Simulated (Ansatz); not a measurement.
## Run report: GeAsNH8, single-point calculation

The run: single-point calculation of GeAsNH8. Method and program: RKS PBE0-D4/def2-TZVPP (Ansatz 0.2.0).

The geometry is the product side of a reaction. The reaction was set up to form Ge1–As7 and N2–H6 and to break Ge1–N2 and H6–As7 (atoms counted from 1 in the order of the input); sticks are drawn by distance alone. The geometry comes from this level: PBE0-D4/def2-TZVP.

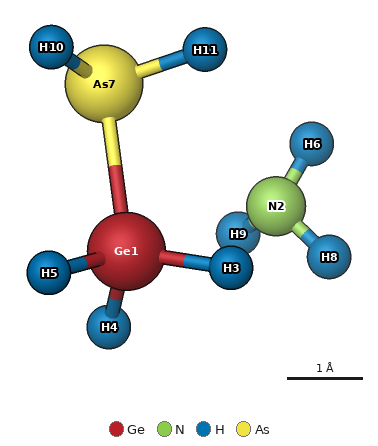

The structure (ball-and-stick view, seen at a tilt; atoms are numbered from 1 in the order of the input). Sticks mark near contacts.

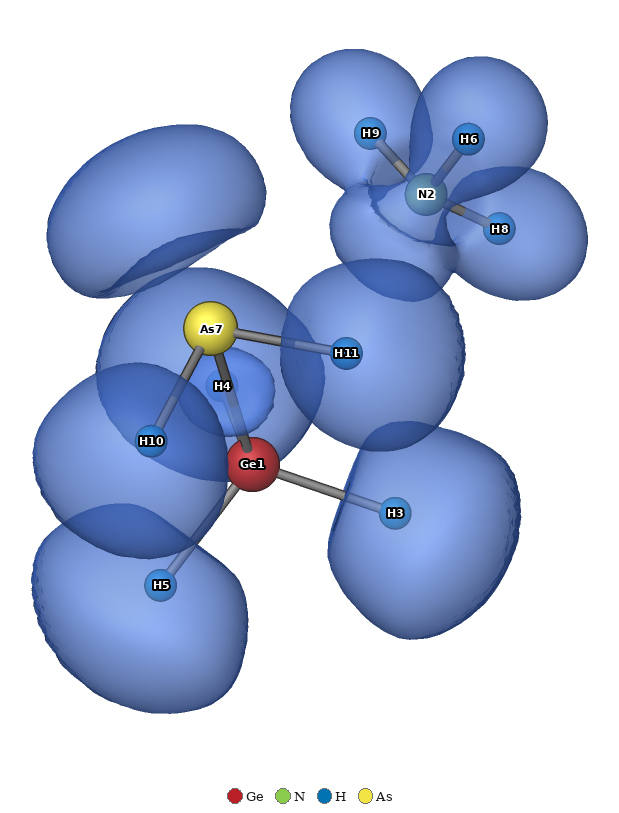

Isosurface of the ELF at 0.8 (blue), seen at an oblique angle. Core shells and regions of very low density are left out. Values along the shortest contacts: Ge–As (2.42 Å): the ELF peaks at about 0.85 between the atoms, as expected for localised, shared-pair bonding.

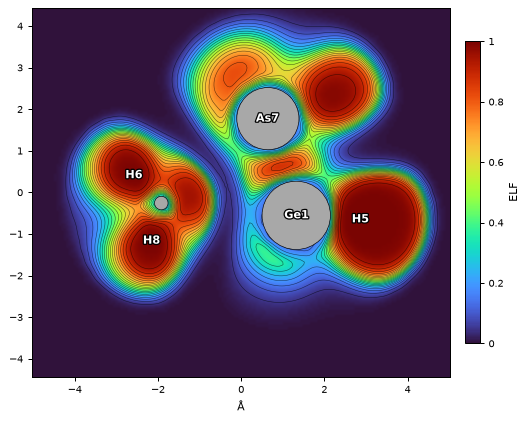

Electron localisation function on the plane of atoms H5, Ge1 and As7. Grey discs, where drawn, cover atomic cores. Ge–H (1.54 Å): the ELF climbs to about 1 towards the hydrogen, as it does in any bond to H.

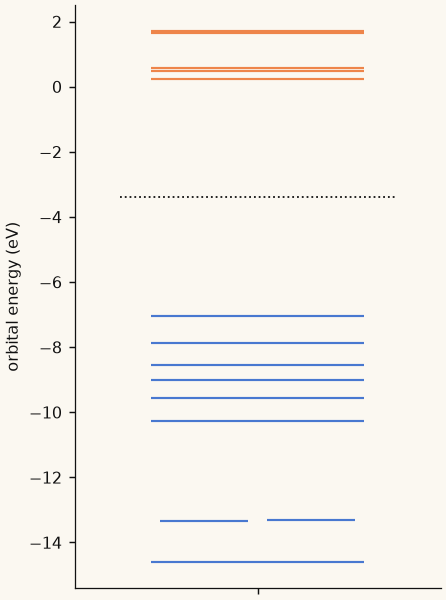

Orbital energies near the frontier; the dotted line parts filled from empty levels, and levels within 0.02 eV of each other stand side by side. Highest filled −7.04 eV, lowest empty 0.24 eV, 7.28 eV apart.

The input and output of the run follow.

### Input file
```yaml
crystal:
  periodic: [false, false, false]
  atoms:
    - {symbol: Ge, position_ang: [-1.483188, -0.055002, 0.083813]}
    - {symbol: N, position_ang: [1.651882, -0.475632, 0.900375]}
    - {symbol: H, position_ang: [-1.237183, 1.006757, 1.166475]}
    - {symbol: H, position_ang: [-1.270971, -1.452035, 0.690876]}
    - {symbol: H, position_ang: [-2.958231, 0.038141, -0.361481]}
    - {symbol: H, position_ang: [2.511569, -0.053927, 0.570843]}
    - {symbol: As, position_ang: [-0.023127, 0.222593, -1.828664]}
    - {symbol: H, position_ang: [1.558161, -0.239878, 1.880899]}
    - {symbol: H, position_ang: [1.770200, -1.479777, 0.842889]}
    - {symbol: H, position_ang: [-1.074629, 0.966231, -2.649336]}
    - {symbol: H, position_ang: [0.555517, 1.522429, -1.296688]}
basis:
  gaussian: {orbitals: def2-TZVPP}
hamiltonian: {xc: pbe0, dispersion: d4}
output: {orbitals: {seedname: orbitals}}
```

Run as:
```bash
ansatz run in.yaml --threads 8 --pin off --events-out ev --progress --plain --max-ram 19148MiB
```

### Log
```
Functional definition: PBE0
  name "PBE0"
  cite "Adamo & Barone, J. Chem. Phys. 110, 6158 (1999) doi:10.1063/1.478522"
  cite "Perdew, Burke & Ernzerhof, Phys. Rev. Lett. 77, 3865 (1996) doi:10.1103/PhysRevLett.77.3865"
  parent pbe
  parameter a = 0.25
  parameter kappa = 0.804
  parameter beta = 0.06672455060314922
  exchange = (1 - a)*pbe_x(kappa = kappa, mu = beta*pi^2/3) + a*exact_x
  correlation = pbe_c(beta = beta)
1451 factors; their error is unknown
mean field evaluation 1: about -118958.4011 eV, gradient 5.6e1 eV
mean field evaluation 2: about -118953.0252 eV, gradient 7.2e1 eV
mean field evaluation 4: about -118963.8830 eV, gradient 2.0e0 eV
mean field evaluation 8: about -118963.8889 eV, gradient 2.9e-2 eV
mean field evaluation 16: about -118964.4082 eV, gradient 6.0e-5 eV
mean field -118964.40819633 eV, -4371.8613642431 hartree, gradient 6.0e-5 eV, S^2 0.000000; 0 other end points of the search recorded, 0 dependent functions left out
reference -118964.40822988 eV, -4371.8613654759 hartree; 40, 40 occupied and 199, 199 virtual orbitals, 1451 factors
Total energy: -118964.58776260 eV, -4371.8679631817 hartree
```

### Key numbers

| quantity | value |
| --- | --- |
| outcome | converged |
| total energy | −118964.5878 eV |
| mean-field energy | −118964.4082 eV |
| dispersion energy | −0.1795 eV |
| SCF solution under orbital rotations | stable |
| HOMO | −7.04 eV |
| LUMO | 0.24 eV |
| hardware | 8 threads of Arm Neoverse V1, 23 GiB of memory available, shared host |
| wall time | 2.1 s (CPU time 15 s) |
| peak memory | 0.76 GiB |
